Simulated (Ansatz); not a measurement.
Run report: ZrN2H6Cl2, nudged elastic band (part 1 of 2)

The run: nudged elastic band of ZrN2H6Cl2. Method and program: RKS PBE/def2-SVP (Ansatz 0.2.0).

One setting was made poor on purpose. It belongs to a series of runs on one base structure; here: band between the two ends.

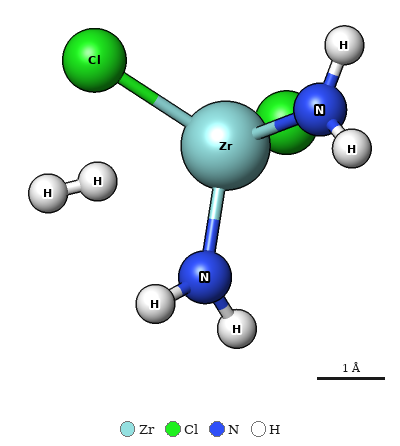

**Figure 1.** The starting structure (ball-and-stick view, seen at a tilt). Sticks mark near contacts.

### Results in brief

```csv
quantity,value
outcome,converged
"barrier, forward",0.083 eV
"barrier, backward",0.073 eV
hardware,"4 threads of Arm Neoverse V1, 24 GiB of memory available, shared host"
wall time,6.1 min (CPU time 22 min)
peak memory,0.2 GiB
```

### Remarks

A deliberately poor setting: loose force. The order of the saddle point was not checked.

### The input
```yaml
crystal:
  periodic: [false, false, false]
  atoms:
    - { symbol: Zr, position_ang: [-0.148666, 0.186993, -0.107554] }
    - { symbol: Cl, position_ang: [-0.176096, 0.254953, 2.277425] }
    - { symbol: Cl, position_ang: [2.030073, 0.267175, -1.065505] }
    - { symbol: "N", position_ang: [-1.173157, 1.796548, -0.776859] }
    - { symbol: H, position_ang: [-2.036112, 1.821042, -1.330711] }
    - { symbol: H, position_ang: [-0.876468, 2.765007, -0.597186] }
    - { symbol: "N", position_ang: [-1.191976, -1.398474, -0.794361] }
    - { symbol: H, position_ang: [-1.926511, -1.896209, -0.27438] }
    - { symbol: H, position_ang: [-0.995678, -1.92168, -1.657491] }
    - { symbol: H, position_ang: [2.05283, -2.744808, 1.608586] }
    - { symbol: H, position_ang: [1.62706, -2.248947, 2.015137] }
basis:
  gaussian: { orbitals: def2-SVP }
hamiltonian:
  xc: pbe
neb:
  order_check: false
  images: 7
  f_tol: 0.5
  max_iterations: 60
  final_atoms:
    - { symbol: Zr, position_ang: [-0.42742699, -0.21879245, -0.19394638] }
    - { symbol: Cl, position_ang: [-0.70084704, -0.57342355, 2.14614492] }
    - { symbol: Cl, position_ang: [1.77607261, -0.63496926, -1.00029559] }
    - { symbol: "N", position_ang: [-0.88997256, 1.70980679, -0.59243372] }
    - { symbol: H, position_ang: [-0.37634621, 2.50715091, -0.19414562] }
    - { symbol: H, position_ang: [-1.63812268, 2.07583047, -1.19147552] }
    - { symbol: "N", position_ang: [-1.77367423, -1.29971941, -1.23925218] }
    - { symbol: H, position_ang: [-2.66742937, -1.65733027, -0.87694606] }
    - { symbol: H, position_ang: [-1.62666176, -1.6905023, -2.17877288] }
    - { symbol: H, position_ang: [2.98084952, -1.67588058, 1.99851061] }
    - { symbol: H, position_ang: [2.52885772, -1.66057034, 2.61971341] }
  initial_path:
    images:
      - { positions_ang: [[-0.148666, 0.186993, -0.107554], [-0.176096, 0.254953, 2.277425], [2.030073, 0.267175, -1.065505], [-1.173157, 1.796548, -0.776859], [-2.036112, 1.821042, -1.330711], [-0.876468, 2.765007, -0.597186], [-1.191976, -1.398474, -0.794361], [-1.926511, -1.896209, -0.27438], [-0.995678, -1.92168, -1.657491], [2.05283, -2.744808, 1.608586], [1.62706, -2.248947, 2.015137]] }
      - { positions_ang: [[-0.11106488, 0.13982856, -0.08057116], [-0.12424847, 0.18310184, 2.42558376], [2.11489288, 0.1999844, -1.01495357], [-1.13979395, 1.80076651, -0.75899552], [-2.04280095, 1.80705382, -1.24256251], [-0.78645196, 2.75697153, -0.64077411], [-1.15739427, -1.49714174, -0.78175921], [-1.84089168, -2.02581969, -0.22295605], [-1.00421316, -1.94911403, -1.6872606], [1.82066347, -2.4878662, 1.36853677], [1.45660196, -2.04616502, 1.93281319]] }
      - { positions_ang: [[-0.07346376, 0.09266412, -0.05358831], [-0.07240094, 0.11125069, 2.57374252], [2.19971276, 0.13279381, -0.96440215], [-1.10643091, 1.80498503, -0.74113204], [-2.04948989, 1.79306564, -1.15441402], [-0.69643592, 2.74893607, -0.68436221], [-1.12281253, -1.59580949, -0.76915742], [-1.75527236, -2.15543038, -0.1715321], [-1.01274831, -1.97654805, -1.71703019], [1.58849693, -2.2309244, 1.12848754], [1.28614392, -1.84338303, 1.85048937]] }
      - { positions_ang: [[-0.03586264, 0.04549968, -0.02660547], [-0.02055341, 0.03939953, 2.72190128], [2.28453264, 0.06560321, -0.91385072], [-1.07306786, 1.80920354, -0.72326856], [-2.05617884, 1.77907746, -1.06626552], [-0.60641987, 2.7409006, -0.72795032], [-1.0882308, -1.69447723, -0.75655563], [-1.66965304, -2.28504106, -0.12010814], [-1.02128347, -2.00398208, -1.74679979], [1.3563304, -1.97398259, 0.88843831], [1.11568588, -1.64060105, 1.76816556]] }
      - { positions_ang: [[0.00173848, -0.00166477, 0.00037737], [0.03129412, -0.03245162, 2.87006005], [2.36935252, -0.00158739, -0.86329929], [-1.03970481, 1.81342206, -0.70540507], [-2.06286779, 1.76508928, -0.97811703], [-0.51640383, 2.73286513, -0.77153843], [-1.05364906, -1.79314498, -0.74395384], [-1.58403371, -2.41465175, -0.06868419], [-1.02981862, -2.03141611, -1.77656939], [1.12416386, -1.71704079, 0.64838908], [0.94522784, -1.43781906, 1.68584174]] }
      - { positions_ang: [[-0.10555289, -0.05594669, -0.04820356], [-0.15174117, -0.1676946, 2.68908126], [2.22103254, -0.15993286, -0.89754836], [-1.00227175, 1.78751824, -0.67716224], [-1.64123739, 1.95060469, -0.78212418], [-0.79683355, 2.56860646, -0.8765227], [-1.23365535, -1.66978859, -0.86777843], [-1.85488263, -2.22532138, -0.27074966], [-1.17902941, -1.94618766, -1.87712026], [1.58833528, -1.70675074, 0.98591946], [1.34113531, -1.49350688, 1.91930966]] }
      - { positions_ang: [[-0.21284425, -0.11022861, -0.0967845], [-0.33477646, -0.30293759, 2.50810248], [2.07271256, -0.31827833, -0.93179744], [-0.96483869, 1.76161443, -0.6489194], [-1.219607, 2.13612009, -0.58613133], [-1.07726326, 2.4043478, -0.98150697], [-1.41366164, -1.5464322, -0.99160301], [-2.12573154, -2.03599101, -0.47281512], [-1.32824019, -1.8609592, -1.97767113], [2.05250669, -1.69646069, 1.32344985], [1.73704278, -1.5491947, 2.15277758]] }
      - { positions_ang: [[-0.32013562, -0.16451053, -0.14536544], [-0.51781175, -0.43818057, 2.3271237], [1.92439258, -0.47662379, -0.96604651], [-0.92740562, 1.73571061, -0.62067656], [-0.7979766, 2.3216355, -0.39013847], [-1.35769297, 2.24008913, -1.08649125], [-1.59366794, -1.4230758, -1.11542759], [-2.39658046, -1.84666064, -0.67488059], [-1.47745098, -1.77573075, -2.07822201], [2.51667811, -1.68617064, 1.66098023], [2.13295025, -1.60488252, 2.38624549]] }
      - { positions_ang: [[-0.42742699, -0.21879245, -0.19394638], [-0.70084704, -0.57342355, 2.14614492], [1.77607261, -0.63496926, -1.00029559], [-0.88997256, 1.70980679, -0.59243372], [-0.37634621, 2.50715091, -0.19414562], [-1.63812268, 2.07583047, -1.19147552], [-1.77367423, -1.29971941, -1.23925218], [-2.66742937, -1.65733027, -0.87694606], [-1.62666176, -1.6905023, -2.17877288], [2.98084952, -1.67588058, 1.99851061], [2.52885772, -1.66057034, 2.61971341]] }
```

Launched with:
```bash
ansatz run input.yaml --threads 4 --pin off --max-ram 5120MiB --backend cpu --events-out ev --progress --plain --runs-dir out
```

### Output
```
Engine: ansatz 0.2.0, aarch64-unknown-linux-gnu
Functional definition: PBE
  parameter kappa = 0.804
  parameter beta = 0.06672455060314922
  exchange = pbe_x(kappa = kappa, mu = beta*pi^2/3)
  correlation = pbe_c(beta = beta)
1360 factors; their error is unknown
mean field evaluation 1: about -29368.0606 eV, gradient 9.2e1 eV
mean field evaluation 2: about -29217.3467 eV, gradient 2.3e2 eV
mean field evaluation 4: about -29382.9681 eV, gradient 3.1e1 eV
mean field evaluation 8: about -29385.7145 eV, gradient 2.9e-1 eV
mean field evaluation 16: about -29385.6594 eV, gradient 6.3e-4 eV
mean field -29385.65938148 eV, -1079.9030639541 hartree, gradient 2.7e-5 eV, S^2 0.000000; 0 other end points of the search recorded, 0 dependent functions left out
the calculation of the forces begins
reference -29385.65947686 eV, -1079.9030674592 hartree; 33, 33 occupied and 92, 92 virtual orbitals, 1360 factors
1360 factors; their error is unknown
mean field evaluation 32: about -29385.7066 eV, gradient 6.4e-2 eV
mean field -29385.64924471 eV, -1079.9026914345 hartree, gradient 2.9e-5 eV, S^2 0.000000; 0 other end points of the search recorded, 0 dependent functions left out
[... from here on the field's lines of each further geometry are left out, up to the last ...]
NEB iter   1: max|band force component| = 2.085e2 eV/Å  barrier→ = 43.6389 eV  barrier← = 43.6287 eV  Δτ_max = 0.2000 Å  (281 SCF iters)
NEB iter   2: max|band force component| = 3.359e1 eV/Å  barrier→ = 11.4114 eV  barrier← = 11.4013 eV  Δτ_max = 0.2000 Å  (249 SCF iters)
NEB iter   3: max|band force component| = 2.158e1 eV/Å  barrier→ = 6.7584 eV  barrier← = 6.7483 eV  Δτ_max = 0.2000 Å  (235 SCF iters)
NEB iter   4: max|band force component| = 1.148e1 eV/Å  barrier→ = 3.9366 eV  barrier← = 3.9265 eV  Δτ_max = 0.1992 Å  (237 SCF iters)
NEB iter   5: max|band force component| = 5.797e0 eV/Å  barrier→ = 2.0289 eV  barrier← = 2.0188 eV  Δτ_max = 0.1989 Å  (241 SCF iters)
NEB iter   6: max|band force component| = 3.750e0 eV/Å  barrier→ = 0.8317 eV  barrier← = 0.8215 eV  Δτ_max = 0.2000 Å  (218 SCF iters)
NEB iter   7: max|band force component| = 2.199e0 eV/Å  barrier→ = 0.3768 eV  barrier← = 0.3667 eV  Δτ_max = 0.1999 Å  (218 SCF iters)
NEB iter   8: max|band force component| = 1.580e0 eV/Å  barrier→ = 0.2960 eV  barrier← = 0.2859 eV  Δτ_max = 0.2000 Å  (213 SCF iters)
NEB iter   9: max|band force component| = 1.901e0 eV/Å  barrier→ = 0.2473 eV  barrier← = 0.2372 eV  Δτ_max = 0.1000 Å  (212 SCF iters)
NEB iter  10: max|band force component| = 1.493e0 eV/Å  barrier→ = 0.2306 eV  barrier← = 0.2204 eV  Δτ_max = 0.1000 Å  (208 SCF iters)
NEB iter  11: max|band force component| = 1.270e0 eV/Å  barrier→ = 0.2314 eV  barrier← = 0.2213 eV  Δτ_max = 0.2000 Å  (212 SCF iters)
NEB iter  12: max|band force component| = 1.103e0 eV/Å  barrier→ = 0.2067 eV  barrier← = 0.1966 eV  Δτ_max = 0.2000 Å  (221 SCF iters)
NEB iter  13: max|band force component| = 7.033e-1 eV/Å  barrier→ = 0.1558 eV  barrier← = 0.1457 eV  Δτ_max = 0.2000 Å  (225 SCF iters)
NEB iter  14: max|band force component| = 7.814e-1 eV/Å  barrier→ = 0.1341 eV  barrier← = 0.1239 eV  Δτ_max = 0.2000 Å  (220 SCF iters)
NEB iter  15: max|band force component| = 8.531e-1 eV/Å  barrier→ = 0.0918 eV  barrier← = 0.0817 eV  Δτ_max = 0.1978 Å  (222 SCF iters)
NEB iter  16: max|band force component| = 1.150e0 eV/Å  barrier→ = 0.0770 eV  barrier← = 0.0669 eV  Δτ_max = 0.1990 Å  (212 SCF iters)
NEB iter  17: max|band force component| = 7.185e-1 eV/Å  barrier→ = 0.0609 eV  barrier← = 0.0508 eV  Δτ_max = 0.2000 Å  (214 SCF iters)
NEB iter  18: max|band force component| = 7.504e-1 eV/Å  barrier→ = 0.0646 eV  barrier← = 0.0545 eV  Δτ_max = 0.1993 Å  (232 SCF iters)
NEB iter  19: max|band force component| = 1.074e0 eV/Å  barrier→ = 0.0763 eV  barrier← = 0.0662 eV  Δτ_max = 0.2000 Å  (233 SCF iters)
NEB iter  20: max|band force component| = 1.220e0 eV/Å  barrier→ = 0.0869 eV  barrier← = 0.0768 eV  Δτ_max = 0.1971 Å  (217 SCF iters)
NEB iter  21: max|band force component| = 9.970e-1 eV/Å  barrier→ = 0.0915 eV  barrier← = 0.0814 eV  Δτ_max = 0.2000 Å  (220 SCF iters)
NEB iter  22: max|band force component| = 6.285e-1 eV/Å  barrier→ = 0.0832 eV  barrier← = 0.0731 eV  Δτ_max = 0.2000 Å  (223 SCF iters)
NEB iter  23: max|band force component| = 7.031e-1 eV/Å  barrier→ = 0.0969 eV  barrier← = 0.0868 eV  Δτ_max = 0.1010 Å  (222 SCF iters)
NEB iter  24: max|band force component| = 6.520e-1 eV/Å  barrier→ = 0.0922 eV  barrier← = 0.0821 eV  Δτ_max = 0.0813 Å  (203 SCF iters)
the calculation of the forces begins
reference -29385.65246122 eV, -1079.9028096391 hartree; 33, 33 occupied and 92, 92 virtual orbitals, 1360 factors
1360 factors; their error is unknown
mean field -29385.57632237 eV, -1079.9000115881 hartree, gradient 2.5e-5 eV, S^2 0.000000; 1 other end points of the search recorded, 0 dependent functions left out
the calculation of the forces begins
reference -29385.57641521 eV, -1079.9000149998 hartree; 33, 33 occupied and 92, 92 virtual orbitals, 1360 factors
NEB iter  25: max|band force component| = 3.374e-1 eV/Å  barrier→ = 0.0831 eV  barrier← = 0.0729 eV  CI = image 5  Δτ_max = 0.0000 Å  (432 SCF iters)
```
